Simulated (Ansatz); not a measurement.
Input file:

```
crystal:
  lattice:
    - [4.3866300791, 0.0, 0.0]
    - [0.0, 4.3866300791, 0.0]
    - [0.0, 0.0, 5.7088260324]
  atoms:
    - { symbol: Na, position: [0.0, 0.0, 0.0416652847] }
    - { symbol: Ru, position: [0.5, 0.5, 0.5651976898] }
    - { symbol: S, position: [0.5, 0.5, 0.9512273994] }
    - { symbol: S, position: [0.0, 0.5, 0.450954813] }
    - { symbol: S, position: [0.5, 0.0, 0.450954813] }
basis:
  ecutwfc: 420
kpoints:
  mp_grid: { grid: [8, 8, 8] }
hamiltonian:
  xc: pbe
scf:
  occupations: { method: gaussian, width: 0.1 }
output:
  forces: true
  stress: true
  eigenvalues: true
  write_density: true
  write_potential: true
  elf: true
  volumetric_format: npy
relax:
  adjacent_minimum: "off"
  f_tol: 0.01
  max_steps: 80
  cell: { stress_tol: 0.05 }
```

Launched as:

```sh
ansatz run input.yaml --threads 1 --pin off --max-ram 2560MiB --backend cpu --events-out ev --progress --plain --runs-dir out
```

Below, planes, directions and counts refer to the conventional cell (a = 4.29 Å, b = 4.29 Å, c = 6.08 Å, α = 90.00°, β = 90.00°, γ = 90.00°).

The fields are those of the run's last geometry, not of the input's.

Space group P4mm; started from the tetragonal perovskite_99 prototype, which need not be the ambient phase; computed without spin polarisation.

Computed with DFT PBE, scalar-relativistic, plane waves, PAW (Ansatz 0.2.0).

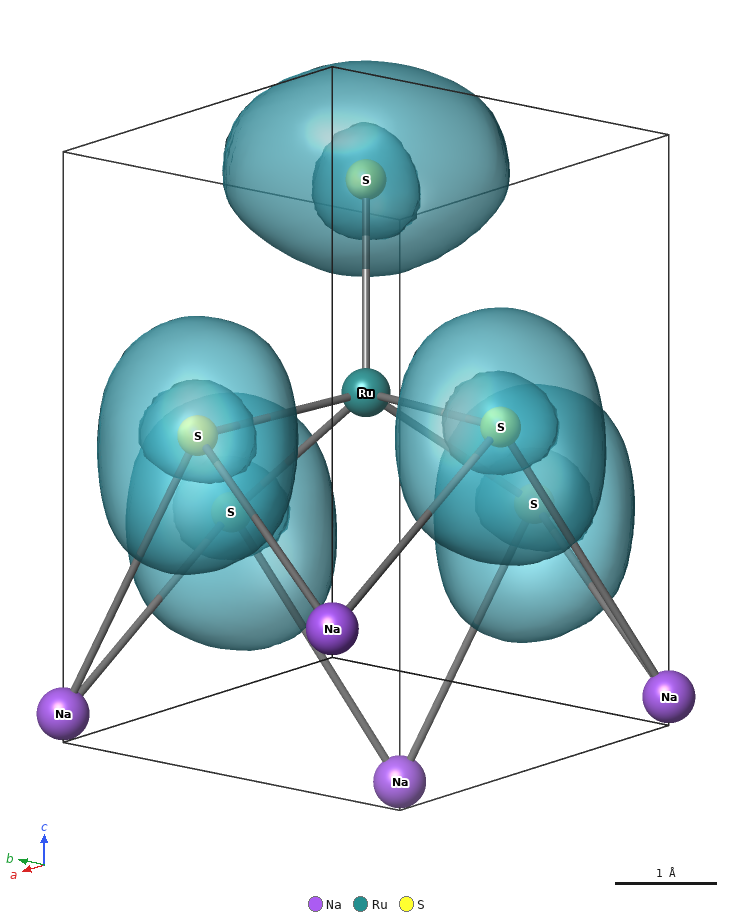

NaRuS$_{3}$. Isosurface of the ELF at 0.7 (cyan), seen at an oblique angle. Core shells and regions of very low density are left out. Sticks mark near contacts.

**Describe the localisation domains.**

At this value the surface marks out three regions wrapped around S (the valence shell of each), counted in one cell of 5 atoms. Regions shared between cells count once. Profiles from the grid: Ru–S (2.19 Å): the ELF peaks at about 0.80 in the valence shell of S, 0.8 Å from its nucleus, and is about 0.45 at the midpoint. Na–S (3.11 Å): the ELF peaks at about 0.90 in the valence shell of S, 0.9 Å from its nucleus, and is about 0.50 at the midpoint.
